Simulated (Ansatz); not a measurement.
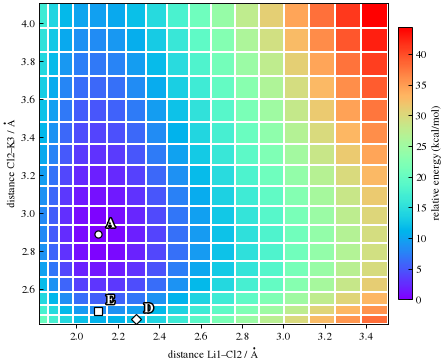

The system Li⁺ + ClK. First axis: distance Li1–Cl2. Second axis: distance Cl2–K3. Nothing is relaxed (the angle Li1–Cl2–K3 is fixed at 180 degrees). The grid has 17 × 17 points. Energies: kcal/mol, counted from the lowest grid point. The D4 coefficients can switch as the alkali atoms part, which puts small steps into the map. Method: Ansatz 0.2.0, RKS PBE-D4/def2-SVPD.

In the figure: one coloured cell a grid point, lettered points.

Rank the lettered points by energy, lowest first.

A (0.0 kcal/mol), E (8.4 kcal/mol), D (12.2 kcal/mol).
